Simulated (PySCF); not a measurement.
# One shape, several levels: C6H10O (cyclohexanone)

We compute a comparison of 4 runs (B3LYP/6-31G*, BLYP/6-31G*, PBE/6-31G*, SVWN5/6-31G*) of C6H10O (cyclohexanone). 

The results are computed with PySCF 2.14.0.

## (1) The structure to begin with

The species is C6H10O (17 atoms), meant as a singlet with charge 0. SMILES: `O=C1CCCCC1`. The coordinates come from a PBE0-D4/def2-TZVP relaxation. This is one conformer, not always the lowest.

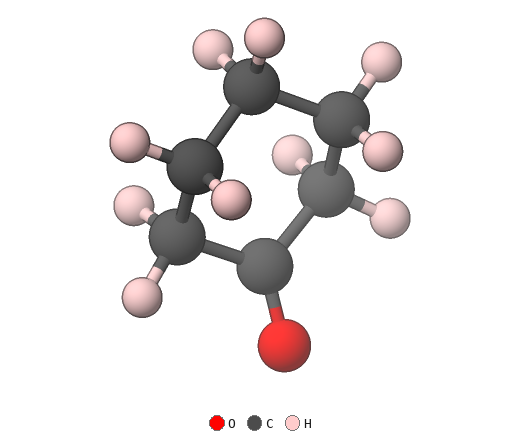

The structure, seen from a chosen angle (oxygen red, carbon dark grey, hydrogen pink).

## (2) The energy at B3LYP/6-31G(d) (spherical functions) (run 1)

input.py reads:

```python
# O=C1CCCCC1
from pyscf import gto, dft

mol = gto.Mole()
mol.atom = '''
O     -0.707050    -1.990720     1.679970
C     -0.276090    -1.006960     1.130500
C      1.071500    -0.983390     0.450670
C      0.978940    -0.413050    -0.965140
C      0.278700     0.937220    -0.977400
C     -1.107560     0.839550    -0.358990
C     -1.047750     0.288870     1.066330
H      1.486080    -1.992120     0.464880
H      1.728570    -0.341250     1.052020
H      1.980680    -0.333630    -1.395730
H      0.422850    -1.114500    -1.597710
H      0.207870     1.314750    -2.001370
H      0.878510     1.664790    -0.416230
H     -1.599670     1.815780    -0.355610
H     -1.731180     0.178640    -0.971940
H     -2.039630     0.124490     1.489130
H     -0.524770     1.011520     1.706640
'''
mol.max_memory = 1860
mol.spin = 0
mol.basis = '6-31g*'
mol.charge = 0
mol.verbose = 3
mol.build()

ks = dft.RKS(mol)
ks.xc = 'b3lyp'
ks.conv_tol = 1e-10
ks.grids.level = 5
ks.kernel()
if not ks.converged:
    ks = ks.newton().run(ks.mo_coeff, ks.mo_occ)

etot = ks.e_tot
print('Final energy', etot)
```

Command:

```
$ OMP_NUM_THREADS=1 python input.py
```

Output:

```text
converged SCF energy = -309.884797880329
Final energy -309.8847978803291
```

It took 32 s on 1 thread of Intel Xeon 6975P-C (Granite Rapids), shared host; peak memory 0.67 GiB.

## (3) The energy at BLYP/6-31G(d) (spherical functions) (run 2)

input.xyz reads:

```xyz
17

O     -0.707050    -1.990720     1.679970
C     -0.276090    -1.006960     1.130500
C      1.071500    -0.983390     0.450670
C      0.978940    -0.413050    -0.965140
C      0.278700     0.937220    -0.977400
C     -1.107560     0.839550    -0.358990
C     -1.047750     0.288870     1.066330
H      1.486080    -1.992120     0.464880
H      1.728570    -0.341250     1.052020
H      1.980680    -0.333630    -1.395730
H      0.422850    -1.114500    -1.597710
H      0.207870     1.314750    -2.001370
H      0.878510     1.664790    -0.416230
H     -1.599670     1.815780    -0.355610
H     -1.731180     0.178640    -0.971940
H     -2.039630     0.124490     1.489130
H     -0.524770     1.011520     1.706640
```

calc.py reads:

```python
from pyscf import gto, dft

system = gto.M(
    atom='input.xyz',
    charge=0,
    verbose=4,
    basis='6-31g*',
    max_memory=1860,
)

ks = dft.RKS(system)
ks.xc = 'blyp'
ks.grids.level = 5
ks.conv_tol = 1e-10
ks.kernel()
if not ks.converged:
    ks = ks.newton().run(ks.mo_coeff, ks.mo_occ)

energy = ks.e_tot
print('E = %.10f Eh' % energy)
```

Command:

```
$ OMP_NUM_THREADS=1 python calc.py
```

Output:

```text
PySCF version 2.14.0

[... 91 lines left out ...]
converged SCF energy = -309.72372474696
E = -309.7237247470 Eh
```

It took 35 s on 1 thread of Intel Xeon 6975P-C (Granite Rapids), shared host; peak memory 0.67 GiB.

## (4) A single-point energy at PBE/6-31G(d) (spherical functions) (run 3)

input.py reads:

```python
# O=C1CCCCC1
from pyscf import gto, dft

mol = gto.M(
    atom=[
    ('O', (-0.707050, -1.990720, 1.679970)),
    ('C', (-0.276090, -1.006960, 1.130500)),
    ('C', (1.071500, -0.983390, 0.450670)),
    ('C', (0.978940, -0.413050, -0.965140)),
    ('C', (0.278700, 0.937220, -0.977400)),
    ('C', (-1.107560, 0.839550, -0.358990)),
    ('C', (-1.047750, 0.288870, 1.066330)),
    ('H', (1.486080, -1.992120, 0.464880)),
    ('H', (1.728570, -0.341250, 1.052020)),
    ('H', (1.980680, -0.333630, -1.395730)),
    ('H', (0.422850, -1.114500, -1.597710)),
    ('H', (0.207870, 1.314750, -2.001370)),
    ('H', (0.878510, 1.664790, -0.416230)),
    ('H', (-1.599670, 1.815780, -0.355610)),
    ('H', (-1.731180, 0.178640, -0.971940)),
    ('H', (-2.039630, 0.124490, 1.489130)),
    ('H', (-0.524770, 1.011520, 1.706640)),
],
    charge=0,
    max_memory=1860,
    basis='6-31g*',
    verbose=4,
)

ks = dft.RKS(mol, xc='pbe')
ks.grids.level = 5
ks.conv_tol = 1e-10
ks.kernel()
if not ks.converged:
    ks = ks.newton().run(ks.mo_coeff, ks.mo_occ)

etot = ks.e_tot
print(f'total energy: {etot:.8f} hartree')
```

Command:

```
$ OMP_NUM_THREADS=1 python input.py
```

Output:

```text
PySCF version 2.14.0

[... 92 lines left out ...]
converged SCF energy = -309.478240311095
total energy: -309.47824031 hartree
```

Run time: 38 s. Hardware: 1 thread of Intel Xeon 6975P-C (Granite Rapids), shared host; peak memory 0.67 GiB.

## (5) The energy at SVWN5/6-31G(d) (spherical functions) (run 4)

input.py reads:

```python
from pyscf import gto, dft

mol = gto.M(
    atom='''
O     -1.336131    -3.761916     3.174683
C     -0.521734    -1.902879     2.136335
C      2.024842    -1.858338     0.851643
C      1.849928    -0.780551    -1.823850
C      0.526667     1.771089    -1.847018
C     -2.092985     1.586520    -0.678393
C     -1.979961     0.545885     2.015072
H      2.808284    -3.764561     0.878496
H      3.266524    -0.644869     1.988030
H      3.742943    -0.630469    -2.637547
H      0.799071    -2.106100    -3.019234
H      0.392817     2.484517    -3.782041
H      1.660143     3.145997    -0.786561
H     -3.022938     3.431327    -0.672006
H     -3.271456     0.337581    -1.836700
H     -3.854342     0.235252     2.814048
H     -0.991672     1.911496     3.225082
''',
    basis='6-31g*',
    unit='bohr',
    charge=0,
    max_memory=1860,
    verbose=3,
)

mf = dft.RKS(mol, xc='svwn')
mf.conv_tol = 1e-10
mf.grids.level = 5
mf.kernel()
if not mf.converged:
    mf = mf.newton().run(mf.mo_coeff, mf.mo_occ)

e_final = mf.e_tot
print(f'total energy: {e_final:.8f} hartree')
```

Command:

```
$ OMP_NUM_THREADS=1 python input.py
```

Output:

```text
converged SCF energy = -307.140845156904
total energy: -307.14084516 hartree
```

Run time: 24 s. Hardware: 1 thread of Intel Xeon 6975P-C (Granite Rapids), shared host; peak memory 0.48 GiB.

## (6) All runs side by side

| run | level | energy (Eh) | dipole moment (D) | HOMO energy (eV) | LUMO energy (eV) | wall time |
| --- | --- | --- | --- | --- | --- | --- |
| 1 | B3LYP/6-31G* (spherical functions) | -309.884798 | 3.03 | -6.34 | -0.23 | 32 s |
| 2 | BLYP/6-31G* (spherical functions) | -309.723725 | 2.89 | -4.82 | -0.94 | 35 s |
| 3 | PBE/6-31G* (spherical functions) | -309.478240 | 2.91 | -4.95 | -1.11 | 38 s |
| 4 | SVWN5/6-31G* (spherical functions) | -307.140845 | 3.00 | -5.06 | -1.33 | 24 s |

## (7) Results

```
            quantity          value
 run 4: total energy  -307.14085 Eh
run 4: dipole moment         3.00 D
  run 4: HOMO energy       -5.06 eV
  run 4: LUMO energy       -1.33 eV
run 4: HOMO–LUMO gap        3.73 eV
```

The dipole moment (its size) runs from 2.89 D (BLYP/6-31G*) to 3.03 D (B3LYP/6-31G*). The HOMO–LUMO gap runs from 3.73 eV (SVWN5/6-31G*) to 6.11 eV (B3LYP/6-31G*). Totals of different functionals can't be ranked against each other. All runs together took 2.1 min, the longest 38 s.
